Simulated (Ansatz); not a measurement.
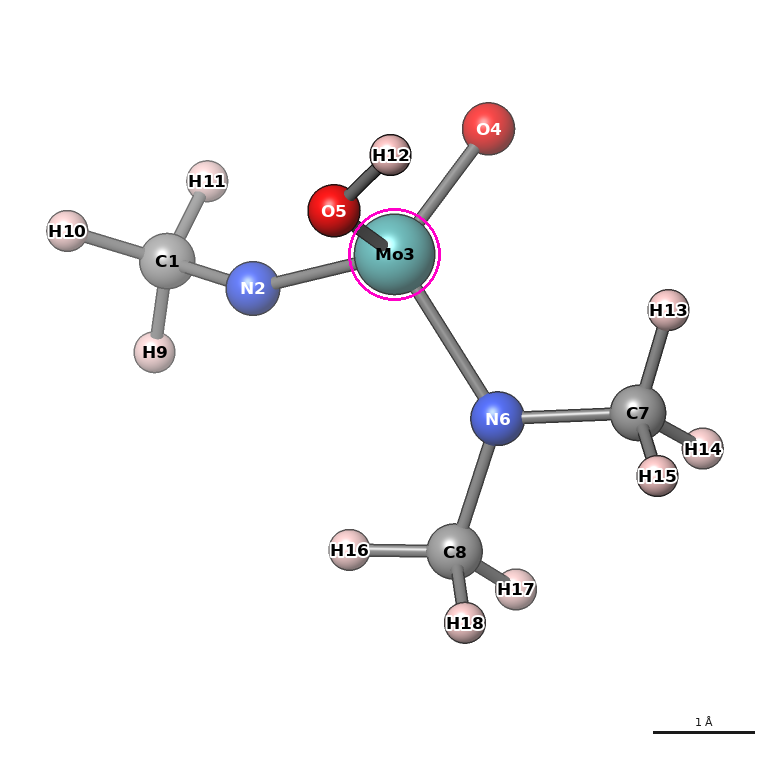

Figure made from data computed with Ansatz.

Orthographic view. Atoms fade into the background with distance from the viewer. Charge +1, doublet. Geometry: the geometry of the neutral molecule. Other spin states may lie lower.

Question: Name the neighbours of the circled atom.

Answer: The circled atom is Mo3; it is bonded to N2, O4, O5, N6.

Question: What is the shortest path along bonds from the circled atom to H14?

Answer: Mo3–N6–C7–H14, 3 bonds; through space the two are 3.64 Å apart.

Question: Of C1 and N2, which is nearer the viewer?

Answer: N2; the bond to C1 points away from the viewer, so it looks shorter than its 1.42 Å.

Question: Which atom is nearest the viewer?

Answer: H12, 2.7 Å in front of the mean position.
